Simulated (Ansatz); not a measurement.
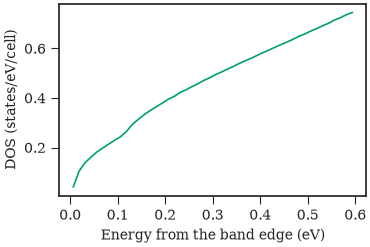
Figure. Density of states of SiC (P6_3mc) below the valence band maximum, PBEsol with spin-orbit coupling, rigid bands (Ansatz, a program for electronic structure); cell volume 41.4 Å³.

Question: What effective density of states at 300 K does this give (∫ g(E) exp(−E/k_BT) dE, both spins, divided by the cell's size)?

Answer: 6.4e19 cm⁻³, a density-of-states mass of 1.87 mₑ, valleys and band degeneracy included.

Geometry: cell and atoms relaxed with PBEsol.
